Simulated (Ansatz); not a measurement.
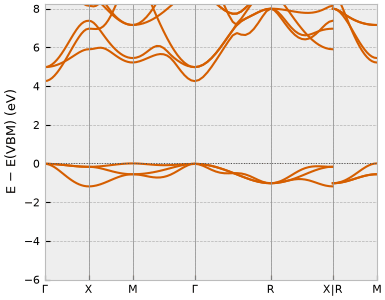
Figure: Band structure from the program Ansatz at the PBE level (PAW)

Q: Read off the gap and where the band edges lie.

A: About 4.3 eV (4.25 eV by a search for the band edges); maximum at M, minimum at Γ.

The material is CsBr (CsCl type, Pm-3m).

The PBE relaxation kept the symmetry of its start. Scalar-relativistic: spin–orbit coupling is off unless named, which matters more the heavier the elements.

Potentials: the later of the program's two PAW sets.
